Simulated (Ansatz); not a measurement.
# Straining Ga2S3 (Cc): density functionals against G0W0, part 4 of 4

Wanted: gap changes of Ga2S3 (Cc) under several strains (per length; ions relaxed at each).

Ansatz 0.2.0; a semilocal functional, HSE06 and G0W0, plane waves, PAW. Known limits of the many-body steps: not at the basis limit; no spin-orbit coupling; coarse k mesh.

So far. Step 16 (Biaxial in xy -3.0 %: HSE06): The gap stands +1.35 eV against LDA. Step 17 (Uniaxial along x +1.5 %: LDA): The gap is direct, at Γ.

### Step 18. Uniaxial along x +1.5 %: G0W0

This step: G0W0 on LDA, plane waves, PAW; PAW set soft_1.

input.yaml reads:

```yaml
crystal:
  lattice:
    - [5.6368025, -3.1975, 0.0]
    - [5.6368025, 3.1975, 0.0]
    - [-3.6884314952, 0.0, 6.0074160114]
  atoms:
    - { symbol: Ga, position: [0.637419416, 0.4445146433, 0.1265093411] }
    - { symbol: Ga, position: [0.4445146433, 0.637419416, 0.6265093411] }
    - { symbol: Ga, position: [0.2667189962, 0.1358706432, 0.1158872001] }
    - { symbol: Ga, position: [0.1358706432, 0.2667189962, 0.6158872001] }
    - { symbol: S, position: [0.9091710288, 0.0872281294, 0.97934641] }
    - { symbol: S, position: [0.0872281294, 0.9091710288, 0.47934641] }
    - { symbol: S, position: [0.4277605663, 0.2478719971, 0.5004060087] }
    - { symbol: S, position: [0.2478719971, 0.4277605663, 1.0004060087] }
    - { symbol: S, position: [0.5854714445, 0.7565531352, 0.01066104] }
    - { symbol: S, position: [0.7565531352, 0.5854714445, 0.51066104] }
kpoints:
  mp_grid: { grid: [2, 2, 2] }
hamiltonian:
  xc: lda
  pseudopotentials: { kind: paw, azcp: { folder: soft_1 }, xc_functional: pbe }
scf:
  occupations: { method: fixed }
gw:
  n_empty_bands: 802
  ecut_chi: 140
  qp_bands: [v3, c3]
  qp_kpoints: band_edges
  screening: { model: contour_deformation }
```

The run is started by

```bash
ansatz run input.yaml --threads 4 --pin off --max-ram 138240MiB --backend cuda --events-out ev --progress --plain --runs-dir out --devices 1 --max-vram 26GiB
```

Numbers of over 12 decimals in the logs are rounded to 6 here.

Output:

```text
GPUs: using 1 of 1 available (devices: 1).
[...]
GPU FFT provider: cuFFT
GPU libraries: cuBLAS 13.8.2, cuFFT 12.4.0, cuSOLVER 12.3.4
Crystal: 10 atoms, lattice volume = 216.551 Å³
Basis set: ecut = 420 eV, 4215 PW (Γ)
Bands: 54, of which v1, the nominal top of the filled ones, is band 44 counted from 1 (43 counted from 0)
Symmetry: 2 space group operations
[...]
k-points: 6 of 8
[...]
1    43      4.6982   -18.5241     2.3688   -15.4632  0.7331     3.9930     4.0061  root
[...]
5    44      4.7394   -18.3128     2.3877   -15.2281  0.7322     4.0291     4.0425  root
     5    45      7.7470    -9.2903    -4.1968   -14.1198  0.7733     8.3880     8.3797  root
     5    46      7.7470    -9.2903    -4.1968   -14.1198  0.7733     8.3880     8.3797  root
     5    47      8.5020    -9.6019    -4.4534   -14.7545  0.7645     9.2124     9.2011  root
[key lines of the parts left out:]
SCF converged after 9 iterations
Free energy (F): -20051.666754 eV
Fermi energy:    5.297008 eV
```

It took 33 s on 1 × NVIDIA H100 80GB HBM3 (shared by 3 runs) with 4 threads of AMD EPYC 7R13 (Zen 3), shared host; peak memory 2.2 GiB.

This step gave:

* bands summed: 846
* RPA ε∞ on this mesh (eigenvalues): 6.783, 7.000, 7.764
* plane waves in the screening matrix: 827
* G0W0 gap on the mesh: 3.008 eV
* k of the valence top: 0, 0, 0
* k of the conduction bottom: 0, 0, 0
* starting gap on the mesh: 1.680 eV
* least direct G0W0 gap on the computed points: 3.008 eV

The gap on the mesh goes from 1.68 eV to 3.01 eV, a correction of +1.33 eV. Between the two edge states, bare exchange in place of the xc potential would open the gap by 7.78 eV, and correlation takes back 6.45 eV.

### Step 19. Uniaxial along x +1.5 %: HSE06

This step: DFT, HSE06, plane waves, PAW; PAW set soft_1.

input.yaml: that of step 18 with these lines changed.

```diff
@@ -17,13 +17,21 @@
 kpoints:
-  mp_grid: { grid: [2, 2, 2] }
+  mp_grid: { grid: [4, 4, 2] }
+  band_path:
+    path:
+      - [0.0, 0.0, 0.0]
+      - [-0.36320096, 0.36320096, 0.0]
+      - [-0.63679904, -0.36320096, 0.0]
+      - [-0.5, -0.5, 0.0]
+      - [-0.5, -0.5, 0.5]
+      - [-0.72948728, -0.27051272, 0.5]
+      - [-0.27051272, 0.27051272, 0.5]
+      - [0.0, 0.0, 0.5]
+    npoints: 1
 hamiltonian:
-  xc: lda
-  pseudopotentials: { kind: paw, azcp: { folder: soft_1 }, xc_functional: pbe }
+  xc: hse06
+  pseudopotentials: { kind: paw, azcp: { folder: soft_1 } }
 scf:
   occupations: { method: fixed }
-gw:
-  n_empty_bands: 802
-  ecut_chi: 140
-  qp_bands: [v3, c3]
-  qp_kpoints: band_edges
-  screening: { model: contour_deformation }
+  n_extra_bands: 7
+output:
+  eigenvalues: true
```

Output:

```text
[...]
GPUs: using 1 of 1 available (devices: 1).
[...]
GPU FFT provider: cuFFT
GPU libraries: cuBLAS 13.8.2, cuFFT 12.4.0, cuSOLVER 12.3.4
Crystal: 10 atoms, lattice volume = 216.551 Å³
Basis set: ecut = 420 eV, 4215 PW (Γ)
Bands: 51, of which v1, the nominal top of the filled ones, is band 44 counted from 1 (43 counted from 0)
Symmetry: 2 space group operations
[...]
k-points: 14 of 32 (time reversal used)
[...]
E sigma→0 (E₀):  -20556.755351 eV
Fermi energy:    4.870405 eV
[...]
--- Band table (eV; the first three rows and the last of 14) ---
  k-point 0: bands = [... 40 lower, 3.7452, 4.1898, 4.3744, 4.8704, 7.9013, 8.4125, 9.1381, 9.4040, ... 3 higher]
  k-point 1: bands = [... 40 lower, 3.7102, 3.7102, 4.2339, 4.2339, 9.0483, 9.0483, 9.6941, 9.6941, ... 3 higher]
  k-point 2: bands = [... 40 lower, 3.3686, 3.7088, 4.0782, 4.8129, 8.5561, 8.7446, 9.0625, 9.5081, ... 3 higher]
  k-point 13: bands = [... 40 lower, 3.4208, 3.4208, 4.2751, 4.2751, 8.5952, 8.5952, 9.4193, 9.4193, ... 3 higher]
[key lines of the parts left out:]
Free energy (F): -20556.755351 eV
```

The job ended after 33 s (1 × NVIDIA H100 80GB HBM3 (shared by 3 runs) with 4 threads; peak memory 1.4 GiB; 56 s of CPU time).

Numbers from this step:

```yaml
gap: 3.031 eV
valence_top_at: Γ
conduction_bottom_at: Γ
least_direct_gap: 3.031 eV
```

The gap stands +1.35 eV against LDA.

### Step 20. Gaps under strain

Gaps in eV; G0W0 is the start's gap plus the shift on one mesh and one count of bands for all cells.

| strain | LDA | G0W0@LDA | HSE06 | change, LDA | change, G0W0@LDA | change, HSE06 |
| --- | --- | --- | --- | --- | --- | --- |
| unstrained | 1.70 | 3.02 | 3.05 | - | - | - |
| hydrostatic +1.0 % | 1.64 | 2.96 | 2.98 | −0.056 | −0.056 | −0.064 |
| hydrostatic +4.0 % | 1.45 | 2.73 | 2.75 | −0.251 | −0.285 | −0.300 |
| uniaxial along z +4.0 % | 1.49 | 2.77 | 2.81 | −0.205 | −0.243 | −0.234 |
| biaxial in xy -3.0 % | 1.74 | 3.03 | 3.09 | +0.047 | +0.016 | +0.045 |
| uniaxial along x +1.5 % | 1.68 | 3.01 | 3.03 | −0.013 | −0.008 | −0.015 |

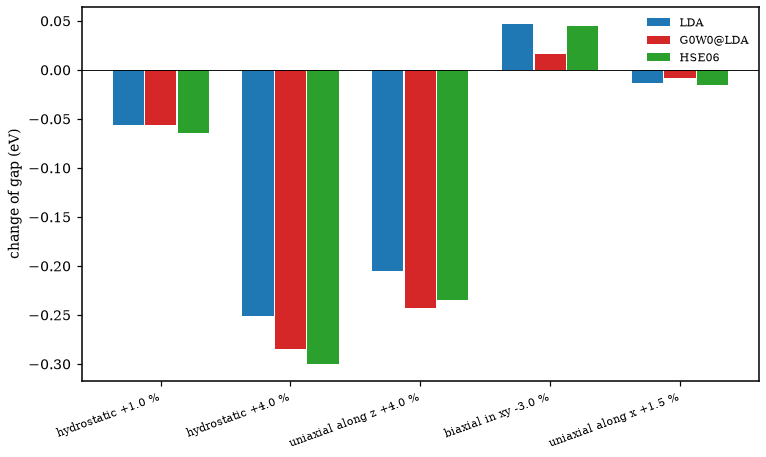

Change of the gap for each strain and level.

### Step 21. Summary of results

```
unstrained              : LDA 1.70, G0W0@LDA 3.02, HSE06 3.05 eV
hydrostatic +1.0 %      : LDA 1.64, G0W0@LDA 2.96, HSE06 2.98 eV
hydrostatic +4.0 %      : LDA 1.45, G0W0@LDA 2.73, HSE06 2.75 eV
uniaxial along z +4.0 % : LDA 1.49, G0W0@LDA 2.77, HSE06 2.81 eV
biaxial in xy -3.0 %    : LDA 1.74, G0W0@LDA 3.03, HSE06 3.09 eV
uniaxial along x +1.5 % : LDA 1.68, G0W0@LDA 3.01, HSE06 3.03 eV
```

**Reading.** Hydrostatic +1.0 %: the G0W0@LDA gap changes by −0.06 eV. Hydrostatic +4.0 %: the G0W0@LDA gap changes by −0.28 eV. Uniaxial along z +4.0 %: the G0W0@LDA gap changes by −0.24 eV. Biaxial in xy -3.0 %: the G0W0@LDA gap changes by under 0.03 eV, which these settings can't resolve. The slope for hydrostatic strain is −0.071 eV for each per cent, between unstrained and hydrostatic +4.0 %. The slope for uniaxial z strain is −0.061 eV for each per cent, between unstrained and uniaxial along z +4.0 %. LDA misses the unstrained G0W0@LDA gap by −1.32 eV but its changes by 0.038 eV at most. HSE06 misses the unstrained G0W0@LDA gap by +0.03 eV but its changes by 0.029 eV at most. Levels are read on the mesh, at the zone's corners and at the band edges found on the unstrained path, so a valley that moves off them is missed. The count of screening plane waves jumps between cells, which leaves noise of a few hundredths of an eV in G0W0. The 2×2×2 mesh is coarse for this cell (its supercell is 13 Å along the shortest edge). The RPA ε∞ on it, from the LDA start, is 6.97, 7.14 and 7.87; such meshes misread the long-range screening, most where the gap is narrow. The many-body steps are scalar-relativistic: spin-orbit coupling is not in them.

[Paths, hosts, dates, memory and timing lines, banners, echoed tables and standing remarks are left out of the program output.]

[Logs are printed without paths, hosts, clocks, repeated set-up lines and the standing remarks that a program may print on its own settings, such as how far it seeks lower states.]

[Runs of the session that timed out or met a known fault of the program may be left out.]

[Cells called generated may have been cut or substituted from an entry of the Crystallography Open Database or the Materials Project.]

[Hosts, paths, dates, database ids (printed as entryN), source tags and the programs' standing remarks are cut or masked in the printed files.]
